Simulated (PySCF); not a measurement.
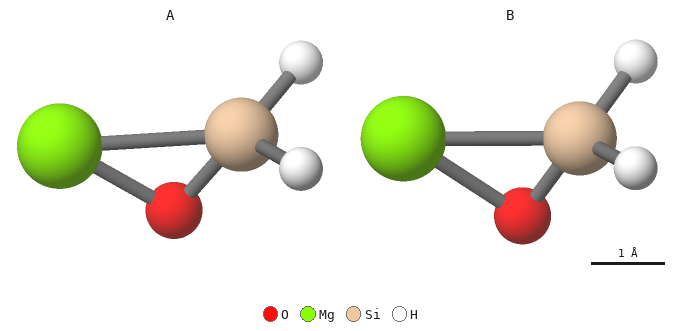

Two geometries of MgSiH$_{2}$O, drawn at one scale. One is the start of a relaxation, the other its converged end. The picture is a ball-and-stick view, seen from a free direction.

Computed with RKS PBE0-D4/def2-TZVP, density fitting in PySCF 2.14.0. 

**Which one is relaxed?**

Structure A is the relaxed one. Over 6 geometry steps the energy falls by 17.1 kJ/mol. The atom that moves furthest after the best rigid fit is the O atom (0.15 Å). Largest moves by element: O 0.15 Å, Mg 0.14 Å, H 0.08 Å, Si 0.07 Å. Some distances before and after: Mg–O 2.107 → 1.919 Å, Mg–Si 2.418 → 2.498 Å, O–Si 1.549 → 1.600 Å, H–Si 1.487 → 1.493 Å. Bond angles that change, for instance: O–Si–Mg 59.5° → 50.2°, Mg–O–Si 81.3° → 90.0°, Mg–Si–H 121.1° → 124.4°.
